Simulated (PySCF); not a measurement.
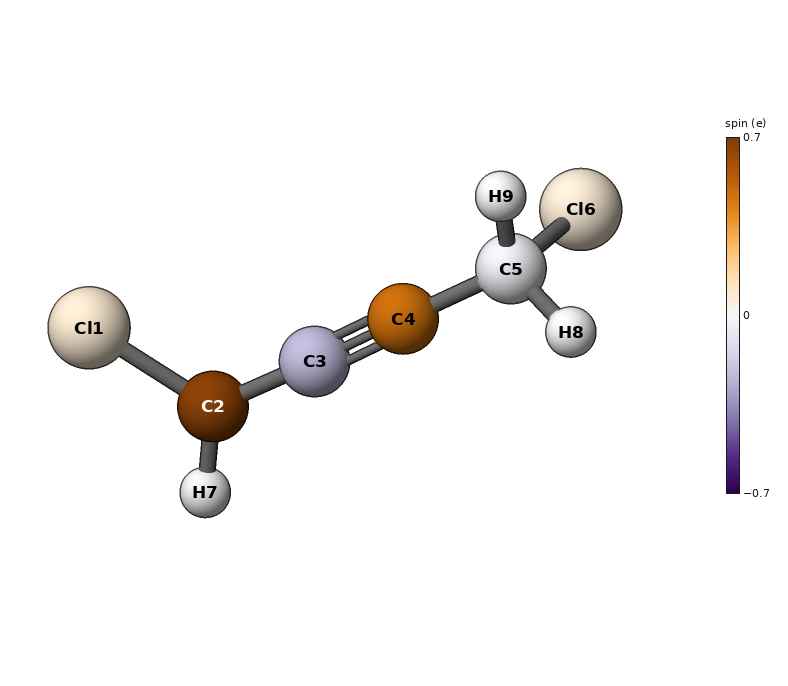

Atoms are coloured by their Mulliken spin populations. The species is neutral and a spin doublet. Computed geometry: GFN2-xTB optimisation. No frequency run is at hand to confirm it as a minimum. Method: UKS B3LYP, pcH-1 on C Cl H, non-relativistic (PySCF 2.14.0).

Question: Which atom carries the largest spin population?

Answer: C2 (0.67 e).

Question: Which atom has the lowest spin population?

Answer: C3 (−0.23 e); a negative value comes from spin polarisation.

Give the Mulliken spin populations atom by atom.

```json
{"atom": "Cl1", "value (e)": "0.08"}
{"atom": "C2", "value (e)": "0.67"}
{"atom": "C3", "value (e)": "−0.23"}
{"atom": "C4", "value (e)": "0.48"}
{"atom": "C5", "value (e)": "−0.04"}
{"atom": "Cl6", "value (e)": "0.07"}
{"atom": "H7", "value (e)": "−0.03"}
{"atom": "H8", "value (e)": "0.01"}
{"atom": "H9", "value (e)": "0.00"}
```

Mulliken values depend strongly on the basis set.
